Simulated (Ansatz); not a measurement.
Rock-salt HfN, treated with HSE06 (plane waves, PAW; Ansatz, a program for electronic structure).

Run with plane-wave cutoff 460 eV, 10×10×10 k mesh, Fermi–Dirac smearing 0.05 eV, scalar-relativistic PAW data made under PBE.

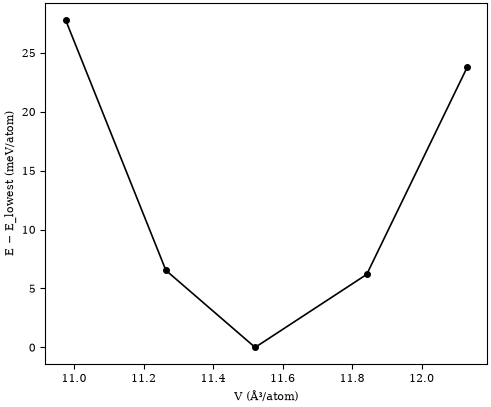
*Total energy against volume*

Problem. From the curve, estimate the equilibrium volume and the bulk modulus.

Solution. V0 ≈ 11.6 Å³/atom and B0 ≈ 290 GPa; the fit gives V0 = 11.551 Å³/atom, B0 = 285 GPa, B′ = 4.2.

Measured, for comparison: bulk modulus 260 GPa (room temperature, not corrected to a static lattice, sources range from 260 to 306; as tabulated in Synthesis of Binary Transition Metal Nitrides, Carbides and Borides from the …); equilibrium volume per atom 11.57 Å³/atom (room temperature, not corrected to a static lattice; as tabulated in Seo, Lee, Wen, Petrov, Greene, Gall, J. Appl. Phys. 96, 878 (2004)). Computed less measured: bulk modulus +10 % (inside the range of the sources held), equilibrium volume per atom -0.2 %. A static lattice is as a rule a little smaller and stiffer than an uncorrected measurement, which can account for part of this in the equilibrium volume per atom.

Spin–orbit coupling is not included.

Computed values are for the static lattice.
